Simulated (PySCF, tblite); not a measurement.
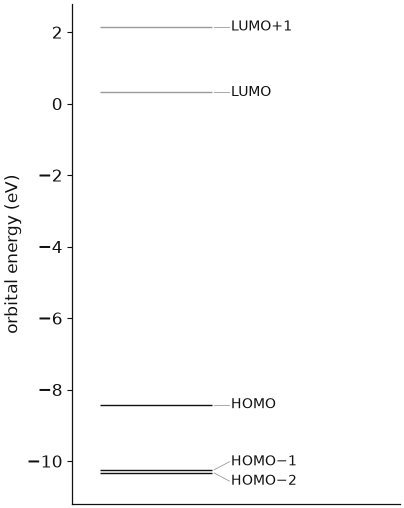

Kohn-Sham orbital energies near the frontier, ωB97X-D/def2-SVPD in PySCF, at a GFN2-xTB geometry (a minimum by its frequencies), isolated molecule; empty levels in grey, levels within 0.03 eV side by side.

Which molecule has this level scheme?
A. C₆H₉ClSi, SMILES ClCC[SiH]1C=CC=C1
B. C₂H₁₁B₂NSi, SMILES CB(C)BN[SiH3]
C. C₃H₁₁NSi₂, SMILES C=CCN([SiH3])[SiH3]

A. HOMO −8.42 eV, LUMO 0.32 eV, separation 8.73 eV.

Caveats: the tight-binding geometry is rougher than a DFT one and adds to the error; one conformer of a flexible molecule; empty levels above zero depend strongly on the basis.
